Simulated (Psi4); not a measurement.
**USOGGA11/jun-cc-pVTZ (density fitting) run of SiH2SF (SMILES F[SiH2][S])**

Aim: the energy change on altering one bond length of SiH2SF at USOGGA11/jun-cc-pVTZ (density fitting), from 2 runs. 

Program for the calculation: Psi4 1.11.

1 further run of the same task is left out (set aside as unsound or not needed).

**1. The structure to begin with**

SiH2SF: 5 atoms, total charge 0, spin state doublet. As SMILES, `F[SiH2][S]`. Geometry: relaxed at PBE0-D4/def2-TZVP.

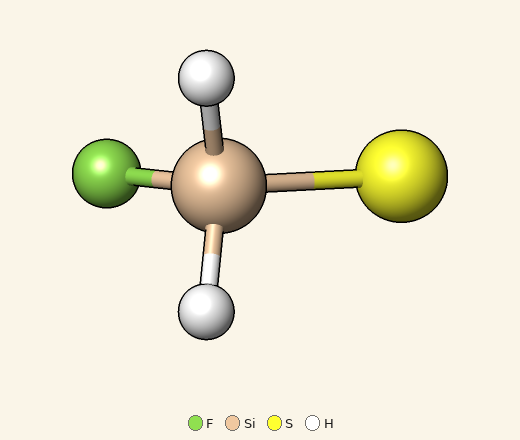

The structure, seen from a chosen angle (fluorine green, silicon light orange, sulfur yellow, hydrogen white).

**2. Energy and forces at USOGGA11/jun-cc-pVTZ (density fitting)**

run.py

```python
import psi4

psi4.set_memory(1600000000)
psi4.set_num_threads(1)
psi4.core.set_output_file('fh2ssi.out', False)

geom = psi4.geometry("""
0 2
F     -0.324300    -0.023300     1.585400
Si     0.086000    -0.081000     0.044500
S     -1.148000     1.061300    -1.211000
H     -0.023500    -1.493100    -0.391000
H      1.459700     0.462600    -0.069300
""")

options = {'basis': 'jun-cc-pVTZ', 'reference': 'uks'}
psi4.set_options(options)

E, wfn = psi4.gradient('sogga11', return_wfn=True)
print('gradient / Eh bohr^-1')
print(E.np.round(6))
print(f'energy = {wfn.energy():.10f} Eh')
```

Run with:

```console
python run.py
```

fh2ssi.out:

```text
[...]
  Running in c1 symmetry.
[...]
  Nuclear repulsion =  142.643701736636416
[...]
  Multiplicity = 2
[...]
  Nalpha       = 21
  Nbeta        = 20
[...]
    Number of basis functions: 153
[...]
   @DF-UKS iter   1:  -788.63244027388612   -2.15499e-01   4.36462e-03 DIIS/ADIIS
[...]
   @DF-UKS iter  21:  -788.79610364378732   -2.16005e-12   9.51724e-09 DIIS
[...]
   @S^2 Observed:                7.533334849E-01
[...]
    Orbital Energies [Eh]
    ---------------------
    Alpha Occupied:
       1A    -88.166209     2A    -65.523088     3A    -24.282419
       4A     -7.714988     5A     -5.760316     6A     -5.749759
       7A     -5.744677     8A     -5.111229     9A     -3.538161
      10A     -3.537114    11A     -3.535269    12A     -1.090223
      13A     -0.676957    14A     -0.510401    15A     -0.419490
      16A     -0.408992    17A     -0.395465    18A     -0.339749
      19A     -0.318768    20A     -0.283646    21A     -0.262308
    Alpha Virtual:
      22A     -0.048213    23A     -0.044061    24A     -0.028816
      25A     -0.016271    26A     -0.009122    27A     -0.001716
[...]
  @DF-UKS Final Energy:  -788.79610364378732
   => Energetics <=
    Nuclear Repulsion Energy =            142.6437017366364159
    One-Electron Energy =               -1375.9201302414930979
    Two-Electron Energy =                 502.2708983746457534
    DFT Exchange-Correlation Energy =     -57.7905735135762910
    Empirical Dispersion Energy =           0.0000000000000000
    VV10 Nonlocal Energy =                  0.0000000000000000
    Total Energy =                       -788.7961036437873190
[...]
 Multipole Moments:
 ------------------------------------------------------------------------------------
     Multipole            Electronic (a.u.)      Nuclear  (a.u.)        Total (a.u.)
 ------------------------------------------------------------------------------------
 L = 1.  Multiply by 2.5417464519 to convert [e a0] to [Debye]
 Dipole X            :         -1.6916901            2.0960038            0.4043137
 Dipole Y            :          1.0027281           -1.2831206           -0.2803925
 Dipole Z            :          1.7043658           -1.8634999           -0.1591342
 Magnitude           :                                                    0.5171201
[...]
  -Total Gradient:
     Atom            X                  Y                   Z
    ------   -----------------  -----------------  -----------------
       1        0.002329717646     0.000435204247    -0.013392524088
       2        0.002910216419    -0.003490797291     0.007933217700
       3        0.000099309683    -0.000417246278     0.002075799493
       4       -0.000060940388     0.005257619981     0.001799157922
       5       -0.005292067133    -0.001624414929     0.000669383660
[...]
```

The script printed:

```text
gradient / Eh bohr^-1
[[ 2.3300e-03  4.3500e-04 -1.3393e-02]
 [ 2.9100e-03 -3.4910e-03  7.9330e-03]
 [ 9.9000e-05 -4.1700e-04  2.0760e-03]
 [-6.1000e-05  5.2580e-03  1.7990e-03]
 [-5.2920e-03 -1.6240e-03  6.6900e-04]]
energy = -788.7961036438 Eh
```

Wall time 41 s (1 thread of AMD EPYC 7R43 (Zen 3), shared host); peak memory 0.8 GiB.

**3. The distorted shape, same level**

job.json

```json
{
 "schema_name": "qcschema_input",
 "schema_version": 1,
 "molecule": {
  "schema_name": "qcschema_molecule",
  "schema_version": 2,
  "symbols": ["F", "Si", "S", "H", "H"],
  "geometry": [-2.4299289, -0.76308842, 3.1465036, -1.65457427, -0.87212561, 0.23462462, -3.98649631, 1.28650854, -2.13792653, -1.86149929, -3.54060787, -0.58835111, 2.75843322, 0.87418731, -0.13095802],
  "molecular_charge": 0,
  "molecular_multiplicity": 2
 },
 "driver": "gradient",
 "model": {
  "method": "sogga11",
  "basis": "jun-cc-pVTZ"
 },
 "keywords": {
  "reference": "uks"
 }
}
```

Run with:

```console
psi4 --qcschema job.json -n 1 --memory 1600MB
```

stdout, shortened:

```text
[...]
  Running in c1 symmetry.
[...]
  Nuclear repulsion =  139.383992110735875
[...]
  Multiplicity = 2
[...]
  Nalpha       = 21
  Nbeta        = 20
[...]
    Number of basis functions: 153
[...]
   @DF-UKS iter   1:  -788.38335882026195   -1.02224e-01   5.08021e-03 ADIIS/DIIS
[...]
   @DF-UKS iter  23:  -788.71455848369578   -9.77707e-12   6.31327e-09 DIIS
[...]
   @S^2 Observed:                8.181036413E-01
[...]
  @DF-UKS Final Energy:  -788.71455848369578
   => Energetics <=
    Nuclear Repulsion Energy =            139.3839921107358748
    One-Electron Energy =               -1369.1666002763818142
    Two-Electron Energy =                 498.7266571612408370
    DFT Exchange-Correlation Energy =     -57.6586074792905592
    Empirical Dispersion Energy =           0.0000000000000000
    VV10 Nonlocal Energy =                  0.0000000000000000
    Total Energy =                       -788.7145584836957823
[...]
 Multipole Moments:
 ------------------------------------------------------------------------------------
     Multipole            Electronic (a.u.)      Nuclear  (a.u.)        Total (a.u.)
 ------------------------------------------------------------------------------------
 L = 1.  Multiply by 2.5417464519 to convert [e a0] to [Debye]
 Dipole X            :         -2.3640490            2.9857123            0.6216634
 Dipole Y            :          0.4205645           -0.9310458           -0.5104813
 Dipole Z            :          2.0348131           -1.9372054            0.0976077
 Magnitude           :                                                    0.8102986
[...]
  -Total Gradient:
     Atom            X                  Y                   Z
    ------   -----------------  -----------------  -----------------
       1       -0.008381126729     0.000391817011    -0.011464070709
       2        0.017631801314    -0.024925829191     0.028369092212
       3       -0.022638677573     0.008788382464    -0.013031183411
       4       -0.011455076990     0.005659776376    -0.001633638901
       5        0.026135002998     0.010715529759    -0.002376843363
[...]
```

The result, in JSON:

```text
{
 "driver": "gradient",
 "model": {
  "method": "sogga11",
  "basis": "jun-cc-pVTZ"
 },
 "success": true,
 "return_result": [-0.008381126729427535, 0.00039181701086128846, -0.011464070709062885, 0.017631801314232337, -0.02492582919077206, 0.028369092212254157, -0.022638677572627885, 0.008788382464433295, -0.013031183411158095, -0.011455076989571853, 0.0056597763760771885, -0.001633638901200142, 0.026135002998121597, 0.010715529758782056, -0.002376843362812465],
 "properties": {
  "calcinfo_nbasis": 153,
  "calcinfo_nmo": 153,
  "calcinfo_nalpha": 21,
  "calcinfo_nbeta": 20,
  "calcinfo_natom": 5,
  "nuclear_repulsion_energy": 139.38399211073587,
  "return_energy": -788.7145584836958,
  "return_gradient": [-0.008381126729427535, 0.00039181701086128846, -0.011464070709062885, 0.017631801314232337, -0.02492582919077206, 0.028369092212254157, -0.022638677572627885, 0.008788382464433295, -0.013031183411158095, -0.011455076989571853, 0.0056597763760771885, -0.001633638901200142, 0.026135002998121597, 0.010715529758782056, -0.002376843362812465],
  "scf_one_electron_energy": -1369.1666002763818,
  "scf_two_electron_energy": 498.72665716124084,
  "scf_xc_energy": -57.65860747929056,
  "scf_dipole_moment": [0.6216633608750328, -0.5104813289089447, 0.09760772223210035],
  "scf_total_energy": -788.7145584836958,
  "scf_total_gradient": [-0.008381126729427535, 0.00039181701086128846, -0.011464070709062885, 0.017631801314232337, -0.02492582919077206, 0.028369092212254157, -0.022638677572627885, 0.008788382464433295, -0.013031183411158095, -0.011455076989571853, 0.0056597763760771885, -0.001633638901200142, 0.026135002998121597, 0.010715529758782056, -0.002376843362812465],
  "scf_iterations": 23
 }
}
```

It took 42 s on 1 thread of AMD EPYC 7R43 (Zen 3), shared host; peak memory 0.78 GiB.

**4. What came out**

At USOGGA11/jun-cc-pVTZ (density fitting):

| quantity | value |
| --- | --- |
| first shape: total energy | -788.79610 Eh |
| first shape: dipole moment | 1.31 D |
| first shape: HOMO energy (highest over α and β) | -6.82 eV |
| first shape: LUMO energy (lowest over α and β) | -6.55 eV |
| first shape: ⟨S²⟩ | 0.753 |
| first shape: largest force on an atom | 0.699 eV/Å |
| distorted shape: total energy | -788.71456 Eh |
| distorted shape: dipole moment | 2.06 D |
| distorted shape: HOMO energy (highest over α and β) | -6.53 eV |
| distorted shape: LUMO energy (lowest over α and β) | -6.03 eV |
| distorted shape: ⟨S²⟩ | 0.818 |
| distorted shape: largest force on an atom | 2.143 eV/Å |
| energy change with the Si2–H5 bond stretched from 1.482 to 2.519 Å | 2.219 eV |

With the Si2–H5 bond stretched from 1.482 to 2.519 Å the energy rises by 2.22 eV (51 kcal/mol). The first shape isn't relaxed at this level, so the change isn't measured from a minimum. The largest force (first shape) is 0.70 eV/Å: the shape isn't a stationary point for this species at this level.
